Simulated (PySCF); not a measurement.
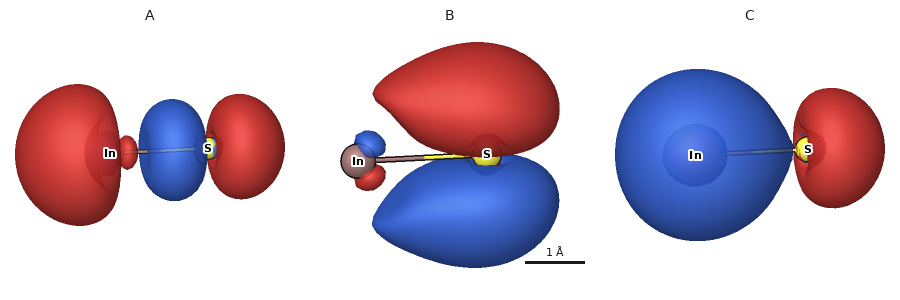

*InS (doublet). Three frontier β-spin orbitals, each drawn at the value that holds 80 % of its norm (red and blue are the two phases), in no order; of a degenerate pair one member is drawn.*

Core potentials replace the inner electrons of In.

These are results of PBE0/cc-pVTZ(-PP), non-relativistic Hamiltonian with scalar-relativistic core potentials where named, at a bond length of 2.282 Å in PySCF 2.14.0, not measurements.

Name the orbitals and rank them from lowest to highest energy.

Orbital C: σ, occupied in this spin, −9.66 eV; shared between the atoms (In 65 %, S 35 %).
Orbital B: π, occupied in this spin, −6.70 eV; mainly on S (80 %).
Orbital A: σ, empty in this spin, −4.32 eV; shared between the atoms (In 55 %, S 45 %).
